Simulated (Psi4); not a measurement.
# UCCSD/6-311+G(d,p) (sweep point 8) run of [O2]− (superoxide)

Aim: the vertical doublet–quartet gap of [O2]− (superoxide) at UCCSD/6-311+G** (sweep point 8), from 2 runs. 

The calculation is run with Psi4 1.11.

2 further runs of the same task are left out: 2 set aside as unsound or not needed.

**1. Starting point**

[O2]− has 2 atoms, charge -1, and is taken as a doublet. SMILES: `[O][O-]`. The coordinates come from a GFN2-xTB relaxation.

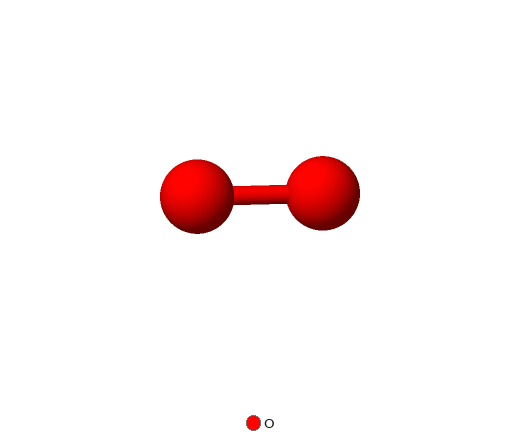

Viewed from a chosen angle; oxygen red.

**2. The energy at UCCSD/6-311+G(d,p) (sweep point 8)**

File calc.in:

```
memory 1600 mb

molecule mol {
  -1 2
  O      0.000000     0.000000     0.000000
  O      0.000000     0.000000     1.341480
  symmetry c1
}

set reference uhf
set puream true
set scf_type pk
set num_frozen_docc 2
set maxiter 150

result, w = energy('ccsd/6-311+G**', return_wfn=True)
```

On the command line:

```bash
psi4 -n 1 calc.in calc.out
```

calc.out:

```text
[...]
  Running in c1 symmetry.
[...]
  Nuclear repulsion =   25.246251515400900
[...]
  Multiplicity = 2
[...]
  Nalpha       = 9
  Nbeta        = 8
[...]
    Number of basis functions: 44
[...]
   @UHF iter   1:  -149.57763463487390   -1.03688e+00   7.39768e-03 DIIS/ADIIS
[...]
   @UHF iter  11:  -149.63182836002431   -4.80327e-12   8.58809e-09 DIIS
[...]
   @S^2 Observed:                7.890635608E-01
[...]
    Orbital Energies [Eh]
    ---------------------
    Alpha Occupied:
       1A    -20.323492     2A    -20.323108     3A     -1.192294
       4A     -0.814012     5A     -0.395001     6A     -0.340520
       7A     -0.316924     8A     -0.184180     9A     -0.124067
    Alpha Virtual:
      10A      0.374189    11A      0.411022    12A      0.446314
      13A      0.454927    14A      0.493450    15A      0.501309
      16A      0.528661    17A      0.650738    18A      0.711687
      19A      1.477821    20A      1.504431    21A      1.510600
      22A      1.528614    23A      1.541174    24A      1.571563
      25A      1.837094    26A      2.076251    27A      3.048941
[...]
  @UHF Final Energy:  -149.63182836002431
   => Energetics <=
    Nuclear Repulsion Energy =             25.2462515154008997
    One-Electron Energy =                -262.5070548085886344
    Two-Electron Energy =                  87.6289749331633914
    Total Energy =                       -149.6318283600243433
  UHF NO Occupations:
  HONO-2 :    7  A 1.9988187
  HONO-1 :    8  A 1.9831754
[...]
 Multipole Moments:
 ------------------------------------------------------------------------------------
     Multipole            Electronic (a.u.)      Nuclear  (a.u.)        Total (a.u.)
 ------------------------------------------------------------------------------------
 L = 1.  Multiply by 2.5417464519 to convert [e a0] to [Debye]
 Dipole X            :         -0.0000000            0.0000000           -0.0000000
 Dipole Y            :         -0.0000000            0.0000000           -0.0000000
 Dipole Z            :          0.0000000            0.0000000            0.0000000
 Magnitude           :                                                    0.0000000
[...]
      * MP2 total energy                      = -150.028162814221986
[...]
      * CCSD total energy                     = -150.031287487151644
[...]
```

Wall time 4.8 s (1 thread of Intel Xeon Gold 6455B (Sapphire Rapids), shared host); peak memory 0.21 GiB.

**3. The quartet, same level**

File calc.dat:

```
memory 1600 MB

molecule {
  -1 4
  O      0.000000     0.000000     0.000000
  O      0.000000     0.000000     1.341480
  symmetry c1
}

set {
  reference       uhf
  puream          true
  scf_type        pk
  num_frozen_docc 2
  maxiter         150
}

result = energy('ccsd/6-311+G**')
```

On the command line:

```bash
psi4 -i calc.dat -o calc.out -n 1
```

calc.out:

```text
[...]
  Running in c1 symmetry.
[...]
  Nuclear repulsion =   25.246251515400900
[...]
  Multiplicity = 4
[...]
  Nalpha       = 10
  Nbeta        = 7
[...]
    Number of basis functions: 44
[...]
   @UHF iter   1:  -149.40457579224966   -8.63822e-01   6.88161e-03 ADIIS/DIIS
[...]
   @UHF iter  14:  -149.47421134952597   -9.74865e-12   3.22525e-09 DIIS
[...]
   @S^2 Observed:                3.832449540E+00
[...]
    Orbital Energies [Eh]
    ---------------------
    Alpha Occupied:
       1A    -20.474095     2A    -20.473844     3A     -1.367048
       4A     -0.987877     5A     -0.527477     6A     -0.527477
       7A     -0.469914     8A     -0.326157     9A     -0.326157
      10A      0.123632
    Alpha Virtual:
      11A      0.351728    12A      0.409043    13A      0.409043
      14A      0.462086    15A      0.462086    16A      0.478951
      17A      0.479747    18A      0.623936    19A      1.385390
      20A      1.385390    21A      1.414753    22A      1.452824
      23A      1.457964    24A      1.457964    25A      1.725099
[...]
  @UHF Final Energy:  -149.47421134952597
   => Energetics <=
    Nuclear Repulsion Energy =             25.2462515154008997
    One-Electron Energy =                -260.5467532132436190
    Two-Electron Energy =                  85.8262903483167463
    Total Energy =                       -149.4742113495259730
  UHF NO Occupations:
  HONO-2 :    8  A 1.0000000
  HONO-1 :    9  A 1.0000000
[...]
 Multipole Moments:
 ------------------------------------------------------------------------------------
     Multipole            Electronic (a.u.)      Nuclear  (a.u.)        Total (a.u.)
 ------------------------------------------------------------------------------------
 L = 1.  Multiply by 2.5417464519 to convert [e a0] to [Debye]
 Dipole X            :         -0.0000000            0.0000000           -0.0000000
 Dipole Y            :          0.0000000            0.0000000            0.0000000
 Dipole Z            :         -0.0000000            0.0000000           -0.0000000
 Magnitude           :                                                    0.0000000
[...]
      * MP2 total energy                      = -149.886346124695564
[...]
      * CCSD total energy                     = -149.881047811414390
[...]
```

Wall time 5.1 s (1 thread of Intel Xeon Gold 6455B (Sapphire Rapids), shared host); peak memory 0.22 GiB.

**4. Outcome**

Level: UCCSD/6-311+G** (sweep point 8), 2 core orbitals frozen.

```
                                                           quantity          value
                                              doublet: total energy  -150.03129 Eh
doublet: HOMO energy (Hartree–Fock orbitals) (highest over α and β)       -2.36 eV
 doublet: LUMO energy (Hartree–Fock orbitals) (lowest over α and β)       10.18 eV
               doublet: correlation energy (2 core orbitals frozen)     -399.5 mEh
                         doublet: ⟨S²⟩ of the reference determinant          0.789
                                             doublet: T1 diagnostic          0.034
                                              quartet: total energy  -149.88105 Eh
quartet: HOMO energy (Hartree–Fock orbitals) (highest over α and β)        3.36 eV
 quartet: LUMO energy (Hartree–Fock orbitals) (lowest over α and β)        8.65 eV
               quartet: correlation energy (2 core orbitals frozen)     -406.8 mEh
                         quartet: ⟨S²⟩ of the reference determinant          3.832
                                             quartet: T1 diagnostic          0.039
                   vertical energy of the quartet above the doublet       4.088 eV
```

At this shape the quartet lies 4.09 eV (94 kcal/mol) above the doublet. For an anion a state so high probably lies above electron detachment. The HOMO (quartet) lies at positive energy, 3.36 eV: the electron is unbound at this level or held by a compact basis; values depend on the basis.
